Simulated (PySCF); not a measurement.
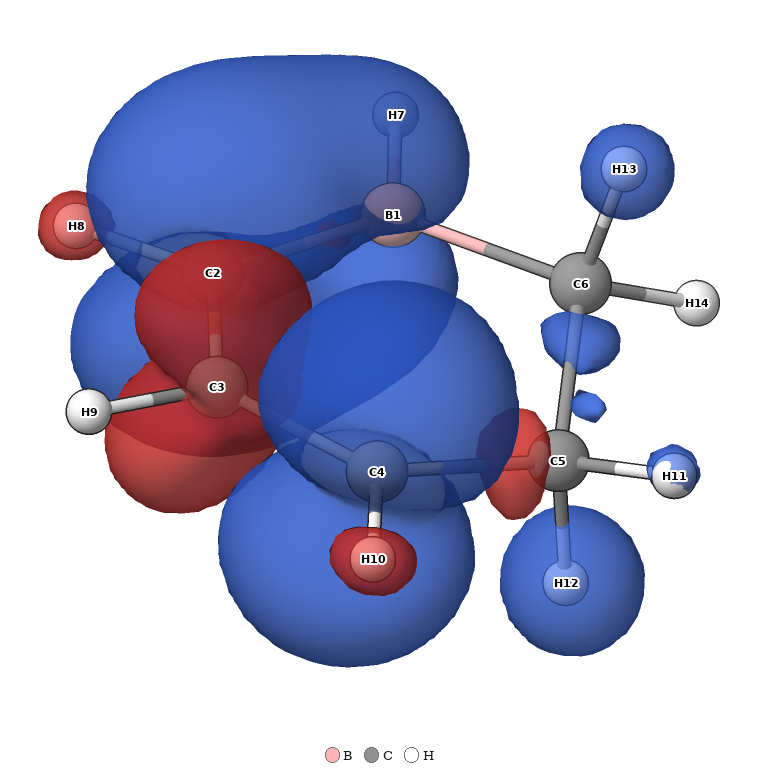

Figure. C$_{5}$H$_{8}$B (doublet). Isosurfaces of the spin density at +0.015 (blue) and −0.015 e/Å³ (red), seen at an oblique angle.

Geometry: GFN2-xTB.

These are results of UKS B3LYP, pcH-1 on B C H, non-relativistic, mean-field spin-orbit, GIAO in PySCF 2.14.0, density-fitted response routines, not measurements.

| atom | x (Å) | y (Å) | z (Å) |
| --- | --- | --- | --- |
| B | 0.2881 | 1.5120 | 0.0266 |
| C | 1.5107 | 0.6194 | 0.1007 |
| C | 1.3862 | -0.7695 | -0.0109 |
| C | 0.1751 | -1.4020 | -0.0072 |
| C | -1.1133 | -0.6921 | 0.1975 |
| C | -1.0892 | 0.7760 | -0.2435 |
| H | 0.3558 | 2.6819 | 0.0720 |
| H | 2.5189 | 1.0034 | 0.1942 |
| H | 2.2791 | -1.3798 | -0.0933 |
| H | 0.1328 | -2.4796 | -0.0877 |
| H | -1.9219 | -1.2417 | -0.2949 |
| H | -1.3331 | -0.7248 | 1.2745 |
| H | -1.2357 | 0.8066 | -1.3302 |
| H | -1.9542 | 1.2897 | 0.1800 |

### Where is the unpaired spin?

The unpaired spin (1 electron) lies mostly on C2 (about 0.4), C4 (about 0.3) and B1 (about 0.1), in electrons by Hirshfeld's partition.
